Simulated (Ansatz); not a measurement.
# BH₃O (triplet): one geometry, many settings at distance B1–H4 along a hydrogen transfer = 1.110 Å

Aim: run BH₃O (triplet) at one geometry under a spread of methods and options, and see what each costs and gives.

Program: Ansatz 0.2.0, Gaussian basis. Level of theory: the settings change from run to run. These are calculated values, not measurements.

17 further runs of the same task are left out: 9 for a known fault of the program, 2 for a mislabelled method, 5 that didn't finish, 1 set aside as unsound or not needed.

### Step 1. The system

The geometry derives from fragments relaxed apart (PBE0/def2-TZVP) and kept rigid, so it is no stationary point. A hydrogen atom is moved between rigid fragments.

5 atoms, charge 0, spin multiplicity 3.

Atoms are counted from 1 here; the program's logs count them from 0.

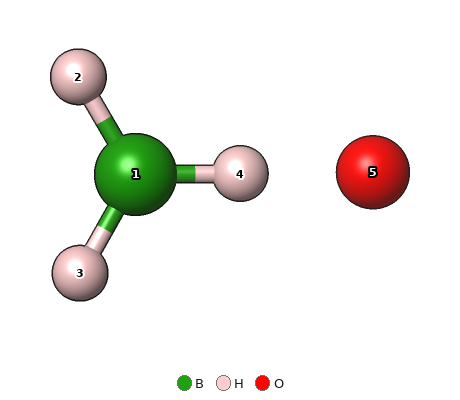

The geometry (boron green, hydrogen pink, oxygen red); atoms are numbered from 1 in the order of the file.

### Step 2. MP2 on UHF/cc-pVDZ

in.yaml reads:

```yaml
crystal:
  periodic: [false, false, false]
  atoms:
    - {symbol: B, position_ang: [-1.346453, 0.000000, 0.000000]}
    - {symbol: H, position_ang: [-1.943186, 1.033571, 0.000000]}
    - {symbol: H, position_ang: [-1.943186, -1.033571, 0.000000]}
    - {symbol: H, position_ang: [-0.236453, 0.000000, 0.000000]}
    - {symbol: O, position_ang: [1.169547, 0.000000, 0.000000]}
basis:
  gaussian: {orbitals: cc-pVDZ}
magnetization: {spin_polarized: true, initial_magnetization: 2}
hamiltonian: {pseudopotentials: {relativity: scalar}}
correlation: {method: mp2, electrons: all}
output: {forces: true}
```

The run is started by

```console
$ ansatz run in.yaml --threads 1 --pin off --events-out ev --progress --plain --max-ram 2393MiB
```

Output:

```text
Functional definition: HF
  name "HF"
  cite "Fock, Z. Phys. 61, 126 (1930) doi:10.1007/BF01340294"
  parent pbe
  exchange = exact_x
  correlation = 0
386 factors; integrals over basis functions are off by at most 1.3e-3 eV
mean field evaluation 1: about -2751.4805 eV, gradient 1.3e1 eV
mean field evaluation 2: about -2751.4807 eV, gradient 1.3e1 eV
mean field evaluation 4: about -2753.4751 eV, gradient 2.7e0 eV
mean field evaluation 8: about -2753.6299 eV, gradient 1.5e-1 eV
mean field evaluation 16: about -2753.6069 eV, gradient 1.9e-2 eV
mean field evaluation 32: about -2753.6096 eV, gradient 2.6e-2 eV
mean field evaluation 64: about -2753.6296 eV, gradient 4.9e-1 eV
mean field evaluation 96: about -2753.6069 eV, gradient 3.3e-3 eV
mean field -2753.63035716 eV, -101.1940491480 hartree, gradient 2.3e-6 eV, S^2 2.011974; 13 other end points of the search recorded, 0 dependent functions left out
reference -2753.63035716 eV, -101.1940491480 hartree; 9, 7 occupied and 34, 36 virtual orbitals, 386 factors
second order -5.71643799 eV of doubles, -0.00000000 eV of singles
the calculation of the forces begins
Total energy: -2759.34679515 eV, -101.4041243693 hartree
Relativity: scalar
Atom 0 at    -1.346453     0.000000     0.000000 Å, force    -3.702300     0.000000    -0.000000 eV/Å
Atom 1 at    -1.943186     1.033571     0.000000 Å, force    -0.097072     0.222657     0.000000 eV/Å
Atom 2 at    -1.943186    -1.033571     0.000000 Å, force    -0.097072    -0.222657    -0.000000 eV/Å
Atom 3 at    -0.236453     0.000000     0.000000 Å, force     1.830513    -0.000000     0.000000 eV/Å
Atom 4 at     1.169547     0.000000     0.000000 Å, force     2.065930    -0.000000    -0.000000 eV/Å
Dipole moment:    -0.103858     0.000000    -0.000000 e Å
```

Run time: 0.81 s. Hardware: 1 thread of Arm Neoverse V2, shared host.

From the report: ⟨S²⟩ of the determinant 2.012 (pure triplet: 2.00).

### Step 3. CCSD(T) on ROHF/6-31G*

Edit in.yaml of step 2 so:

```diff
@@ -9,6 +9,4 @@
 basis:
-  gaussian: {orbitals: cc-pVDZ}
-magnetization: {spin_polarized: true, initial_magnetization: 2}
-hamiltonian: {pseudopotentials: {relativity: scalar}}
-correlation: {method: mp2, electrons: all}
-output: {forces: true}
+  gaussian: {orbitals: "6-31G*"}
+magnetization: {spin_polarized: false, initial_magnetization: 2}
+correlation: {method: ccsd_t, electrons: outside_noble_gas}
```

Launched as before.

Output (excerpt; [...] marks lines left out):

```text
Functional definition: HF
  name "HF"
  cite "Fock, Z. Phys. 61, 126 (1930) doi:10.1007/BF01340294"
  parent pbe
[...]
360 factors; integrals over basis functions are off by at most 8.1e-4 eV
[...]
mean field -2751.67519787 eV, -101.1221983694 hartree, gradient 1.9e-6 eV, S^2 2.000000; 14 other end points of the search recorded, 0 dependent functions left out
[...]
determinant -2751.67519787 eV, -101.1221983694 hartree, with singles and doubles -2757.78860894 eV, -101.3468620824 hartree
determinant -2751.64948824 eV, -101.1212535579 hartree, with singles and doubles -2757.75967406 eV, -101.3457987452 hartree
determinant -2750.65971454 eV, -101.0848800453 hartree, with singles and doubles -2756.49542033 eV, -101.2993382774 hartree
determinant -2745.61656656 eV, -100.8995477753 hartree, with singles and doubles -2753.45637606 eV, -101.1876554605 hartree
determinant -2751.67519787 eV, -101.1221983694 hartree, with singles and doubles -2757.78983534 eV, -101.3469071517 hartree
determinant -2751.64948824 eV, -101.1212535579 hartree, with singles and doubles -2757.76008386 eV, -101.3458138048 hartree
[...]
2 core orbitals not correlated: weight in the atoms' cores, before any rotation towards them, 1.000 or more for the frozen orbitals, at most 0.000 for the correlated occupied ones
reference -2751.67519787 eV, -101.1221983694 hartree; 7, 5 occupied and 27, 29 virtual orbitals, 360 factors
second order -5.00280688 eV of doubles, -0.12963686 eV of singles
cycle   1  -6.11463166 eV  change    5.8e-6 eV  update   3.0e-6
perturbative correction -0.09100669 eV, -0.0033444343 hartree
Total energy: -2757.88083623 eV, -101.3502513726 hartree
```

It took 2.5 s on 1 thread of Arm Neoverse V2, shared host.

From the report: correlation -6.2056 eV; T1 0.026; largest double amplitude 0.05.

### Step 4. NEVPT2(2,5)/6-31G*

Edit in.yaml of step 3 so:

```diff
@@ -11,2 +11,2 @@
 magnetization: {spin_polarized: false, initial_magnetization: 2}
-correlation: {method: ccsd_t, electrons: outside_noble_gas}
+correlation: {method: sc_nevpt2, electrons: outside_noble_gas, active_space: {window: {electrons: 2, orbitals: 5}}}
```

The command is unchanged.

Output (excerpt; [...] marks lines left out):

```text
Functional definition: HF
  name "HF"
  cite "Fock, Z. Phys. 61, 126 (1930) doi:10.1007/BF01340294"
  parent pbe
[...]
360 factors; integrals over basis functions are off by at most 8.1e-4 eV
[...]
mean field -2751.67519787 eV, -101.1221983694 hartree, gradient 1.9e-6 eV, S^2 2.000000; 13 other end points of the search recorded, 0 dependent functions left out
reference -2751.67519787 eV, -101.1221983694 hartree; 9, 7 occupied and 27, 29 virtual orbitals, 360 factors
state -2751.78753379 eV, -101.1263266381 hartree
state -2751.78753379 eV, -101.1263266381 hartree; corrected -2756.80626245 eV, -101.3107615147 hartree
WARN: 1 active orbitals are nearly empty or full. The corrections depend on them more than the energy does, and are more stable in an active space without them
Total energy: -2756.80626245 eV, -101.3107615147 hartree
```

Run time: 1.6 s. Hardware: 1 thread of Arm Neoverse V2, shared host.

From the report: 8 determinants; active occupations 1.00, 1.00, 0.00, 0.00, 0.00. The report marks this result as in doubt.

### Step 5. CCSD on UHF/cc-pVDZ

Edit in.yaml of step 4 so:

```diff
@@ -9,4 +9,5 @@
 basis:
-  gaussian: {orbitals: "6-31G*"}
-magnetization: {spin_polarized: false, initial_magnetization: 2}
-correlation: {method: sc_nevpt2, electrons: outside_noble_gas, active_space: {window: {electrons: 2, orbitals: 5}}}
+  gaussian: {orbitals: cc-pVDZ}
+magnetization: {spin_polarized: true, initial_magnetization: 2}
+correlation: {method: ccsd, electrons: all}
+scf: {lower_state_search: full}
```

The command is unchanged.

Output (excerpt; [...] marks lines left out):

```text
Functional definition: HF
  name "HF"
  cite "Fock, Z. Phys. 61, 126 (1930) doi:10.1007/BF01340294"
  parent pbe
[...]
386 factors; integrals over basis functions are off by at most 1.3e-3 eV
[...]
mean field -2752.11792930 eV, -101.1384684493 hartree, gradient 2.3e-6 eV, S^2 2.011989; 19 other end points of the search recorded, 0 dependent functions left out
determinant -2752.11792930 eV, -101.1384684493 hartree, with singles and doubles -2758.91495130 eV, -101.3882544004 hartree
determinant -2752.09445947 eV, -101.1376059490 hartree, with singles and doubles -2758.88992505 eV, -101.3873347027 hartree
determinant -2751.06391816 eV, -101.0997342541 hartree, with singles and doubles -2757.68198839 eV, -101.3429438492 hartree
determinant -2752.11792930 eV, -101.1384684493 hartree, with singles and doubles -2758.91606868 eV, -101.3882954636 hartree
determinant -2752.09445947 eV, -101.1376059490 hartree, with singles and doubles -2758.89029330 eV, -101.3873482357 hartree
reference -2752.11792930 eV, -101.1384684493 hartree; 9, 7 occupied and 34, 36 virtual orbitals, 386 factors
second order -5.71753454 eV of doubles, -0.00000000 eV of singles
cycle   1  -6.79813316 eV  change    6.2e-6 eV  update   2.4e-6
Total energy: -2758.91606247 eV, -101.3882952351 hartree
```

Wall time 5.5 s (1 thread of Arm Neoverse V2, shared host).

From the report: ⟨S²⟩ of the determinant 2.012 (pure triplet: 2.00); correlation -6.7981 eV; T1 0.015; largest double amplitude 0.05.

### Step 6. The runs in one table

 † marks a result that the program doubts.

| level | correlated | functions | energy (eV) | time |
| --- | --- | --- | --- | --- |
| MP2 on UHF/cc-pVDZ (relativity set) | all | 43 | -2759.3468 | 0.81 s |
| CCSD(T) on ROHF/6-31G* | outside noble gas | 36 | -2757.8808 | 2.5 s |
| NEVPT2(2,5)/6-31G* † | outside noble gas | 36 | -2756.8063 | 1.6 s |
| CCSD on UHF/cc-pVDZ | all | 43 | -2758.9161 | 5.5 s |

### Step 7. Results

| quantity | value |
| --- | --- |
| runs | 4 |
| quickest | MP2 on UHF/cc-pVDZ (relativity set), 0.81 s |
| slowest | CCSD on UHF/cc-pVDZ, 5.5 s |

In words: Total energies in different bases, with other cores or another treatment of relativity can't be set against each other. CCSD on UHF/cc-pVDZ took 7 times as long as MP2 on UHF/cc-pVDZ (relativity set); the jobs differ in more than the method.
